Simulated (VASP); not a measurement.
Band structure of FeO (relaxed from the wurtzite structure, space group P6_3mc). All values below come from PBEsol GGA, VASP's PBE PAW potentials (set 64) (plane waves; VASP).

The moments were started parallel, and other spin orders were not tried in this run.

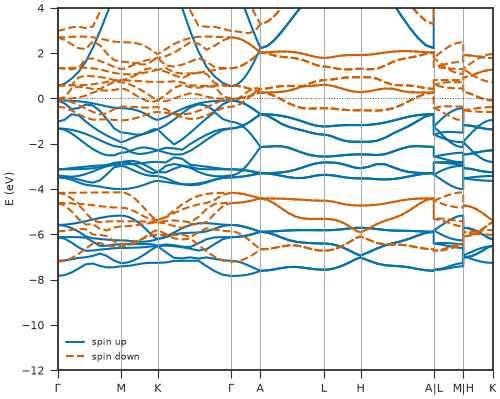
Fig. 1. Bands along high-symmetry lines, zero at the valence-band maximum or, without a gap, the Fermi level

**Question.** Read the plot: is there a gap, and where are the band edges?

**Answer.** It has no gap at this level: it comes out as a metal or semimetal. (Edges off the drawn lines would not show.)

The structure was generated: FeO was put into the wurtzite type (P6_3mc), which need not be its known phase. It was relaxed first.
